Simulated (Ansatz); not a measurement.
**COF2 (carbonyl fluoride) at r2SCAN/STO-3G**

What is the electronic atomisation energy of COF2 (carbonyl fluoride) at r2SCAN/STO-3G? 

Program for the calculation: Ansatz 0.2.0.

62 further runs of the same task are left out: 5 that didn't finish, 57 set aside as unsound or not needed.

## Step 1: The system as given

COF2 has 4 atoms, charge 0, and is taken as a singlet. As SMILES, `O=C(F)F`. The coordinates come from a PBE0-D4/def2-TZVP relaxation.

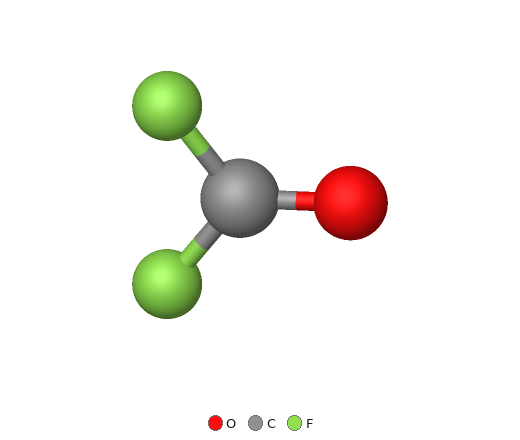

Viewed from a chosen angle; oxygen red, carbon grey, fluorine green.

## Step 2: The energy at r2SCAN/STO-3G

The input, in.yaml:

```yaml
crystal:
  periodic: [false, false, false]
  atoms:
    - symbol: O
      position_ang: [-1.242660, -0.157400, 0.153910]
    - symbol: C
      position_ang: [-0.091830, -0.011630, 0.011370]
    - symbol: F
      position_ang: [0.845490, -0.826670, 0.424670]
    - symbol: F
      position_ang: [0.488990, 0.995700, -0.589960]
basis:
  gaussian:
    orbitals: STO-3G
hamiltonian:
  xc: {name: r2SCAN}
accuracy: high
```

Launch:

```console
$ ansatz run in.yaml --threads 1 --pin off --max-ram 3480MiB --events-out events.jsonl --progress --plain --runs-dir runs
```

What it wrote:

```text
Warning: RAYON_NUM_THREADS=1 ignored (pool sized by the plan → 1); use --threads N
Functional definition: r2SCAN
  name "r2SCAN"
  parameter k0 = 0.174
  parameter k1 = 0.065
  parameter a1 = 4.9479
  exchange = r2scan_x(k0 = k0, k1 = k1, a1 = a1)
  correlation = r2scan_c
368 factors; integrals over basis functions are off by at most 5.4e-8 eV
mean field evaluation 1: about -8391.3664 eV, gradient 3.4e1 eV
mean field evaluation 2: about -8374.8281 eV, gradient 9.1e1 eV
mean field evaluation 4: about -8394.6344 eV, gradient 3.5e0 eV
mean field evaluation 8: about -8394.5944 eV, gradient 8.9e-2 eV
mean field evaluation 16: about -8394.5944 eV, gradient 5.0e-8 eV
mean field -8394.59442066 eV, -308.4956548986 hartree, gradient 6.1e-8 eV, S^2 0.000000; 0 other end points of the search recorded, 0 dependent functions left out
reference -8394.59442079 eV, -308.4956549035 hartree; 16, 16 occupied and 4, 4 virtual orbitals, 368 factors
Total energy: -8394.59442079 eV, -308.4956549035 hartree
```

It took 2.3 s on 1 thread of Arm Neoverse V2, shared host; peak memory 0.13 GiB.

## Step 3: The C atom

The input, job.yaml:

```yaml
crystal:
  periodic: [false, false, false]
  atoms:
    - {symbol: C, position_ang: [0.000000, 0.000000, 0.000000]}
basis:
  gaussian: {orbitals: STO-3G}
magnetization: {spin_polarized: true, initial_magnetization: 2}
hamiltonian: {xc: {name: r2SCAN}}
accuracy: high
```

Run the same way, it converges to -37.32969 Eh (log not shown).

## Step 4: The F atom

The input, job.yaml:

```yaml
crystal:
  periodic: [false, false, false]
  atoms:
    - {symbol: F, position_ang: [0.000000, 0.000000, 0.000000]}
basis:
  gaussian:
    orbitals: STO-3G
accuracy: high
hamiltonian:
  xc: r2scan
magnetization:
  spin_polarized: true
  initial_magnetization: 1
```

Run the same way, it converges to -98.25342 Eh (log not shown).

## Step 5: The O atom at the same level

The input, input.yaml:

```yaml
crystal:
  periodic: [false, false, false]
  atoms:
    - {symbol: O, position_ang: [0.000000, 0.000000, 0.000000]}
basis:
  gaussian:
    orbitals: STO-3G
magnetization:
  spin_polarized: true
  initial_magnetization: 2
hamiltonian:
  xc: r2scan
accuracy: high
```

Launch:

```console
$ ansatz run input.yaml --threads 1 --pin off --max-ram 3480MiB --events-out events.jsonl --progress --plain --runs-dir runs
```

What it wrote, cut to the lines that bear on the results:

```text
Warning: RAYON_NUM_THREADS=1 ignored (pool sized by the plan → 1); use --threads N
[... 7 set-up lines as earlier in the session ...]
15 factors; integrals over basis functions are off by at most 1.1e-9 eV
mean field evaluation 1: about -2014.0609 eV, gradient 2.7e-10 eV
mean field evaluation 2: about -2014.0576 eV, gradient 2.1e-10 eV
mean field evaluation 4: about -2014.0576 eV, gradient 0.0e0 eV
mean field -2014.05760635 eV, -74.0152518562 hartree, gradient 0.0e0 eV, S^2 2.000000; 0 other end points of the search recorded, 0 dependent functions left out
reference -2014.05760645 eV, -74.0152518597 hartree; 5, 3 occupied and 0, 2 virtual orbitals, 15 factors
Total energy: -2014.05760645 eV, -74.0152518597 hartree
```

Wall time 0.56 s (1 thread of Arm Neoverse V2, shared host); peak memory 0.091 GiB.

## Step 6: Outcome

Level: r2SCAN/STO-3G.

```
                     quantity          value
       molecule: total energy  -308.49565 Eh
         C atom: total energy   -37.32969 Eh
                 C atom: ⟨S²⟩          2.000
         F atom: total energy   -98.25342 Eh
                 F atom: ⟨S²⟩          0.750
         O atom: total energy   -74.01525 Eh
                 O atom: ⟨S²⟩          2.000
electronic atomisation energy      17.521 eV
```

In words: Taking the molecule apart into free atoms costs 17.52 eV (1690 kJ/mol), before zero-point energy and without spin-orbit coupling. In a minimal basis such a difference can be off by several eV, whatever the method.
